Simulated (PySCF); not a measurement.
# One shape, several levels: SiH2Cl (chlorosilyl radical)

Wanted: a comparison of 3 runs (U-r2SCAN/STO-3G, UPBE/STO-3G, UCCSDT/STO-3G) of SiH2Cl (chlorosilyl radical). 

The calculation is run with PySCF 2.14.0.

9 further runs of the same task are left out: 9 set aside as unsound or not needed.

## Step 1: The structure to begin with

SiH2Cl has 4 atoms, charge 0, and is taken as a doublet. SMILES: `[SiH2]Cl`. The Si1–H3 distance was set to 1.742 Å, away from the relaxed value.

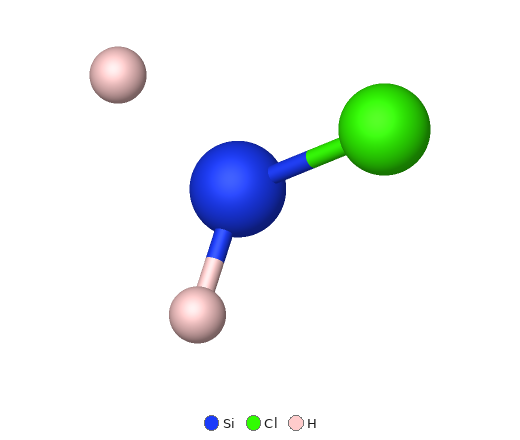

Viewed from a chosen angle; silicon blue, chlorine green, hydrogen pink.

## Step 2: A single-point energy at U-r2SCAN/STO-3G (run 1)

Input file job.py:

```python
from pyscf import gto, dft

mol = gto.M(
    atom=[
    ('Si', (-0.127288, 0.480908, 0.105245)),
    ('Cl', (1.753982, 0.183598, 0.784745)),
    ('H', (-1.065000, -0.978280, 0.263310)),
    ('H', (-0.092818, 1.043408, -1.232325)),
],
    spin=1,
    verbose=3,
    max_memory=1860,
    basis='sto-3g',
)

mf = dft.UKS(mol, xc='r2scan')
mf.grids.level = 5
mf.conv_tol = 1e-10
mf.kernel()
if not mf.converged:
    mf = mf.newton().run(mf.mo_coeff, mf.mo_occ)

e_final = mf.e_tot
print('Final energy', e_final)
```

The run is started by

```sh
$ OMP_NUM_THREADS=1 python job.py
```

Output:

```text
WARN: HOMO -0.127481353519596 >= LUMO -0.127481353519594

converged SCF energy = -742.441657591248  <S^2> = 0.75075709  2S+1 = 2.0007569
Final energy -742.4416575912484
```

Run time: 5.7 s. Hardware: 1 thread of Arm Neoverse V2, shared host; peak memory 0.21 GiB.

## Step 3: The energy at UPBE/STO-3G (run 2)

Input file job.py:

```python
from pyscf import gto, dft

mol = gto.M(
    atom='''
Si    -0.240539     0.908784     0.198884
Cl     3.314546     0.346950     1.482953
H     -2.012558    -1.848681     0.497584
H     -0.175401     1.971755    -2.328757
''',
    verbose=3,
    basis='sto-3g',
    unit='bohr',
    max_memory=1860,
    spin=1,
    charge=0,
)

mf = dft.UKS(mol, xc='pbe')
mf.grids.level = 5
mf.conv_tol = 1e-10
mf.kernel()
if not mf.converged:
    mf = mf.newton().run(mf.mo_coeff, mf.mo_occ)

e_tot = mf.e_tot
print('E(%s) = %.9f' % ('PBE', e_tot))
```

The run is started by

```sh
$ OMP_NUM_THREADS=1 python job.py
```

Output:

```text
converged SCF energy = -742.100243224678  <S^2> = 0.75054324  2S+1 = 2.0005432
E(PBE) = -742.100243225
```

Run time: 3.3 s. Hardware: 1 thread of Arm Neoverse V2, shared host; peak memory 0.21 GiB.

## Step 4: A single-point energy at UCCSDT/STO-3G (run 3)

Input file input.xyz:

```xyz
4

Si    -0.127288     0.480908     0.105245
Cl     1.753982     0.183598     0.784745
H     -1.065000    -0.978280     0.263310
H     -0.092818     1.043408    -1.232325
```

Input file calc.py:

```python
from pyscf import gto, cc

mol = gto.Mole()
mol.atom = 'input.xyz'
mol.charge = 0
mol.basis = 'sto-3g'
mol.verbose = 3
mol.max_memory = 1860
mol.spin = 1
mol.build()

myscf = mol.UHF()
myscf.conv_tol = 1e-10
myscf.kernel()
if not myscf.converged:
    myscf = myscf.newton().run(myscf.mo_coeff, myscf.mo_occ)

mycc = cc.CCSDT(myscf, frozen=10)
mycc.kernel()
e_final = mycc.e_tot
print('E(%s) = %.9f' % ('CCSDT', e_final))
```

The run is started by

```sh
$ OMP_NUM_THREADS=1 python calc.py
```

Output:

```text
converged SCF energy = -741.304050847074  <S^2> = 0.75135154  2S+1 = 2.0013511
_make_eris_incore_UCCSDT

WARN: A large `blksize_v_aaa` is being used, which may cause large memory consumption
      for storing contraction intermediates. If memory is sufficient, consider using
      `pyscf.cc.uccsdt_highm.UCCSDT` instead.

WARN: A large `blksize_v_aab` is being used, which may cause large memory consumption
      for storing contraction intermediates. If memory is sufficient, consider using
      `pyscf.cc.uccsdt_highm.UCCSDT` instead.

UCCSDT converged
E(UCCSDT) = -741.3641887727329   E_corr = -0.06013792565860147
E_corr(same-spin) = -0.00236462914910907
E_corr(oppo-spin) = -0.0577732965094924
E(CCSDT) = -741.364188773
```

Wall time 0.9 s (1 thread of Arm Neoverse V2, shared host); peak memory 0.12 GiB.

## Step 5: Overview of the runs

| run | level | integration grid | frozen core orbitals | energy (Eh) | dipole moment (D) of the reference | HOMO energy (eV) | LUMO energy (eV) | wall time |
| --- | --- | --- | --- | --- | --- | --- | --- | --- |
| 1 | U-r2SCAN/STO-3G | 5 | – | -742.441658 | 2.28 | -2.85 | -0.12 | 5.7 s |
| 2 | UPBE/STO-3G | 5 | – | -742.100243 | 2.14 | -2.42 | -0.60 | 3.3 s |
| 3 | UCCSDT/STO-3G | – | 10 | -741.364189 | 2.83 | -7.05 | 5.16 | 0.9 s |

## Step 6: What came out

| quantity | value |
| --- | --- |
| run 3: total energy | -741.36419 Eh |
| run 3: dipole moment (Hartree–Fock density) | 2.83 D |
| run 3: HOMO energy (Hartree–Fock orbitals) (highest over α and β) | -7.05 eV |
| run 3: LUMO energy (Hartree–Fock orbitals) (lowest over α and β) | 5.16 eV |
| run 3: correlation energy (10 core orbitals frozen) | -60.1 mEh |
| run 3: ⟨S²⟩ of the reference determinant | 0.751 |
| run 3: T1 diagnostic | 0.007 |

**Reading.** Totals of different functionals can't be ranked against each other. In runs 1, 2, 3 the basis is minimal, so the values are rough. All runs together took 9.9 s, the longest 5.7 s.
